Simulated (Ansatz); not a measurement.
SiN$_{2}$H$_{8}$O: several calculations on one system

Part 1: Relaxation

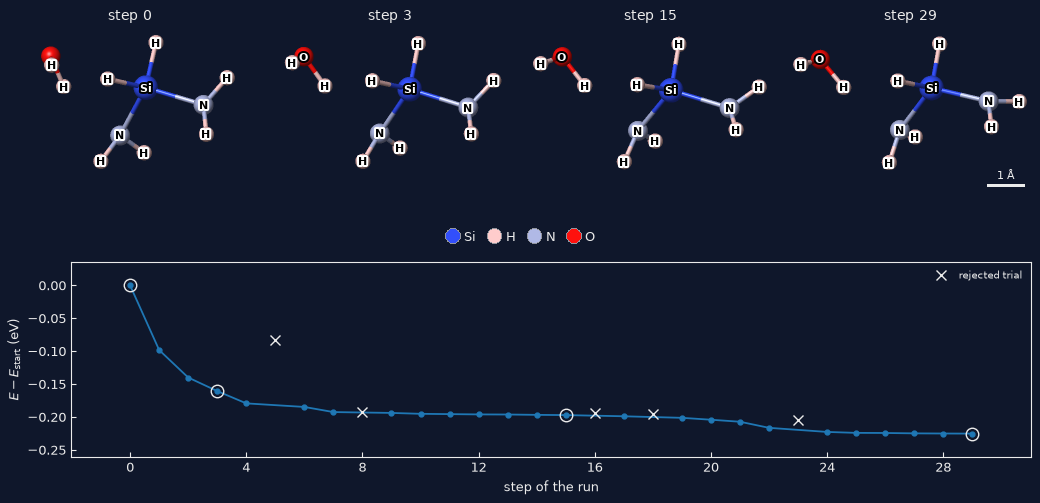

Frames of a relaxation of SiN$_{2}$H$_{8}$O, marked on the history of the run. The picture is a ball-and-stick view, seen from a free direction.

The run prepares an end point of a later path (reaction) calculation, from a guessed geometry.

Level of theory: RKS PBE/6-31G* (Ansatz 0.2.0).

The input:
```yaml
crystal:
  periodic: [false, false, false]
  atoms:
    - { symbol: Si, position_ang: [0.12863, -0.019308, -0.097714] }
    - { symbol: H, position_ang: [0.068306, -0.139351, 1.375643] }
    - { symbol: "N", position_ang: [1.722761, -0.098535, -0.809516] }
    - { symbol: H, position_ang: [2.33073, -0.892201, -0.591799] }
    - { symbol: H, position_ang: [2.269595, 0.765878, -0.856375] }
    - { symbol: H, position_ang: [-0.403471, 1.290616, -0.567492] }
    - { symbol: "N", position_ang: [-0.846679, -1.390741, -0.632823] }
    - { symbol: H, position_ang: [-0.757413, -2.24442, -0.080265] }
    - { symbol: H, position_ang: [-0.749012, -1.626547, -1.622729] }
    - { symbol: O, position_ang: [-2.479011, 0.189461, 1.125428] }
    - { symbol: H, position_ang: [-2.397092, -0.485524, 0.406906] }
    - { symbol: H, position_ang: [-1.761644, -0.108529, 1.744338] }
basis:
  gaussian: { orbitals: "6-31G*" }
hamiltonian:
  xc: pbe
relax:
  f_tol: 0.03
  max_steps: 50
```

Launched with:
```bash
ansatz run input.yaml --threads 1 --pin off --max-ram 2048MiB --backend cpu --events-out ev --progress --plain --runs-dir out
```

Describe the path.

The largest move after the best rigid fit is that of H12, 0.97 Å. By element the largest moves are H 0.97 Å, O 0.44 Å, N 0.34 Å, Si 0.25 Å. Near-neighbour distances that change, for instance: O10–H12 0.993 → 0.977 Å, Si1–H2 1.479 → 1.495 Å, Si1–N7 1.766 → 1.775 Å, Si1–N3 1.748 → 1.742 Å. Among the angles between lasting bonds that change: N3–Si1–N7 110.2° → 122.4°, H2–Si1–N3 116.0° → 105.3°, H6–Si1–N7 113.0° → 104.4°. Groups turn about Si1–N7 by about 20°. The energy falls by 0.225 eV in 24 accepted moves (29 points after the start). The largest force component goes from 0.69 to 0.0051 eV/Å. The line search rejected the trial steps at points 5, 8, 16, 18, 23 of the run. The forces were under the threshold at step 12, but the run went on from there. The run took 85 s on 1 thread of Arm Neoverse V2, on a shared host, peak memory 0.12 GiB. From step 0 to 3: H12 moves most (0.58 Å), energy −0.161 eV. From step 3 to 15: H12 moves most (0.45 Å), energy −0.036 eV. From step 15 to 29: H5 moves most (0.42 Å), energy −0.028 eV.

Part 2: Relaxation

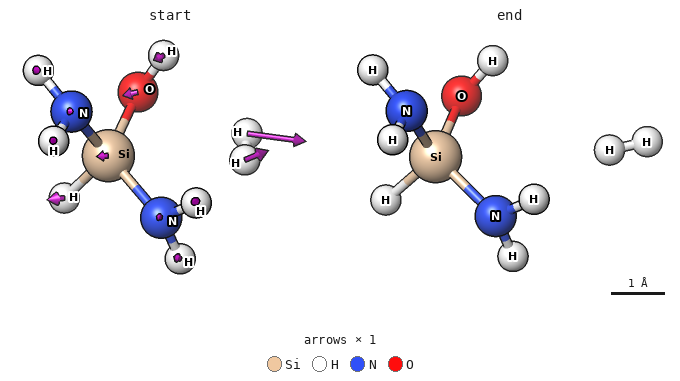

The structure of SiN₂H₈O before (left) and after (right) a relaxation, at one scale. The purple arrows give the displacements, at their true length.

The picture is a ball-and-stick view, seen at a tilt.

The run prepares an end point of a later path (reaction) calculation, from a guessed geometry.

The calculation used RKS PBE/6-31G* (Ansatz 0.2.0). Settings: no spin polarisation; force threshold 0.03 eV/Å; at most 50 steps.

### Summarise the run.

The largest move after the best rigid fit is that of an H atom, 1.17 Å. Largest moves by element: H 1.17 Å, O 0.32 Å, Si 0.25 Å, N 0.14 Å. Near-neighbour distances that change, for instance: H–H 0.713 → 0.752 Å. Bond angles that change, for instance: N–Si–O 124.7° → 120.3°. The energy falls by 7.73 kcal/mol in 14 accepted moves (17 points after the start). Largest force component: 1.5 eV/Å at the start, 0.0076 eV/Å at the end. The line search rejected the trial steps at points 9, 11, 16 of the run. The forces were under the threshold at step 15, but the run went on from there. The run took 55 s on 1 thread of Arm Neoverse V2, with other jobs on the host, peak memory 0.12 GiB.

Limits of the set-up: the start holds two separate molecules, 2.2 Å apart at their closest, whose relative position is a soft coordinate and is computed without a dispersion correction.

Part 3: Path

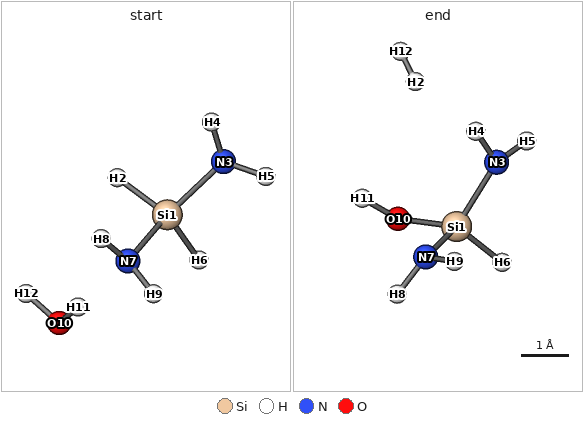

The two relaxed end points of a path for SiN₂H₈O. Style: ball-and-stick. Shown from a free direction.

All numbers below come from Ansatz 0.2.0, RKS PBE/6-31G*.

Run with 5 movable images; climbing image; force threshold 0.05 eV/Å; iteration limit 60.

Start:
```xyz
12

Si    0.3753   -0.0040   -0.0642
H     0.5024   -0.1699    1.4166
N     2.0093    0.0008   -0.6693
H     2.6768   -0.7047   -0.3569
H     2.1960    0.2725   -1.6349
H    -0.2300    1.2784   -0.5249
N    -0.8065   -1.2436   -0.5296
H    -0.5983   -2.2093   -0.2607
H    -1.1182   -1.2326   -1.5050
O    -2.8853    0.0548    1.0710
H    -2.3111   -0.5090    0.4899
H    -2.6847   -0.2926    1.9618
```

End:
```xyz
12

Si   -0.5291   -0.1035   -0.8025
H     0.1385    0.3151    2.5289
N     1.0994   -0.1081   -0.2066
H     1.4235   -0.8649    0.3961
H     1.5407    0.7765    0.0440
H    -0.6196    1.0965   -1.6928
N    -0.7281   -1.7103   -1.4402
H    -1.6446   -1.9808   -1.7981
H     0.0121   -2.0729   -2.0425
O    -1.8157    0.1587    0.2489
H    -1.9429   -0.5773    0.8791
H     0.1914    0.3118    3.2793
```

**What barrier does the band find between them, and by what path?**

The energy climbs by 1.48 eV to image 3 and then falls by 2.25 eV, so the end point sits at −0.77 eV. Breaking: O10–H12 (0.98 → 1.27 at the top → 3.64 Å), Si1–H2 (1.50 → 1.81 at the top → 3.42 Å). Forming: H2–H12 (3.24 → 1.01 at the top → 0.75 Å), Si1–O10 (3.45 → 1.97 at the top → 1.68 Å). The band converged in 33 iterations. The largest component of the band force went from 18 to 0.048 eV/Å. The climbing image converged on the top of the path. Its vibrational analysis gives one imaginary mode (1159i cm⁻¹), as a transition state must have.

Energies of the converged images:

```tsv
image	path (Å)	E (eV)
0	0.00	0.000
1	1.58	0.153
2	3.15	0.278
3	4.73	1.477
4	5.97	-0.251
5	7.21	-0.758
6	8.45	-0.774
```

The geometry at the top of the path:

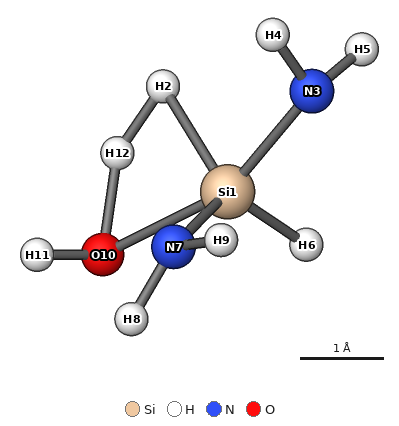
